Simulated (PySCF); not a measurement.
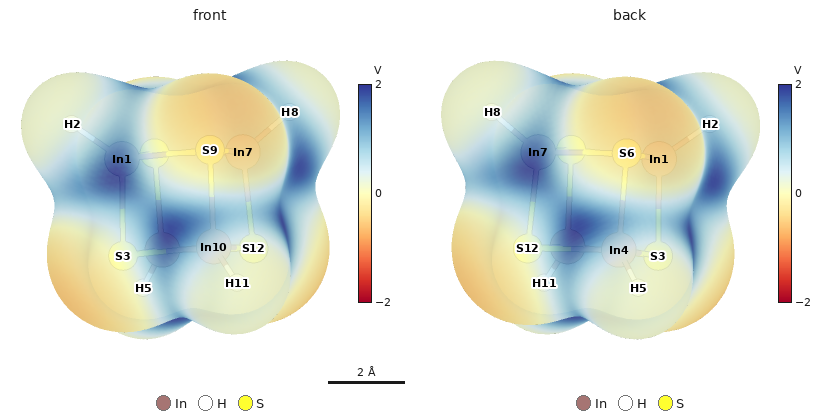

The picture shows: H$_{4}$In$_{4}$S$_{4}$ ((HInS)4 cubane). The electrostatic potential painted on the density surface at 0.002 e/bohr³, seen from the front and from behind; the colour scale runs from red (negative) to blue (positive).

Geometry: PBE0-D3(BJ)/def2-SVP; core potentials replace the inner electrons of In.

Computed with wB97X-D/def2-SVPD, SCF density, gas phase, scalar-relativistic core potentials on the heavy atoms in PySCF 2.14.0.

```json
{"atom": "In", "x (Å)": "-1.5269", "y (Å)": "1.4532", "z (Å)": "0.1750"}
{"atom": "H", "x (Å)": "-2.7603", "y (Å)": "2.6270", "z (Å)": "0.2986"}
{"atom": "S", "x (Å)": "-0.4894", "y (Å)": "0.3225", "z (Å)": "2.2237"}
{"atom": "In", "x (Å)": "-0.6559", "y (Å)": "-1.8377", "z (Å)": "0.8544"}
{"atom": "H", "x (Å)": "-1.2205", "y (Å)": "-3.2963", "z (Å)": "1.5383"}
{"atom": "S", "x (Å)": "-1.8642", "y (Å)": "-0.7282", "z (Å)": "-1.1114"}
{"atom": "In", "x (Å)": "0.4811", "y (Å)": "-0.3077", "z (Å)": "-2.0412"}
{"atom": "H", "x (Å)": "0.8638", "y (Å)": "-0.5461", "z (Å)": "-3.6877"}
{"atom": "S", "x (Å)": "0.7307", "y (Å)": "1.9746", "z (Å)": "-0.9151"}
{"atom": "In", "x (Å)": "1.7433", "y (Å)": "0.6634", "z (Å)": "1.0342"}
{"atom": "H", "x (Å)": "3.1442", "y (Å)": "1.1887", "z (Å)": "1.8557"}
{"atom": "S", "x (Å)": "1.6696", "y (Å)": "-1.5962", "z (Å)": "-0.1734"}
```

**Where is the surface potential most negative and most positive?**

The most negative region (about −0.6 V) lies over S3, S6, S9 and S12, the most positive (about +1.9 V) over In1, In4, In7 and In10.
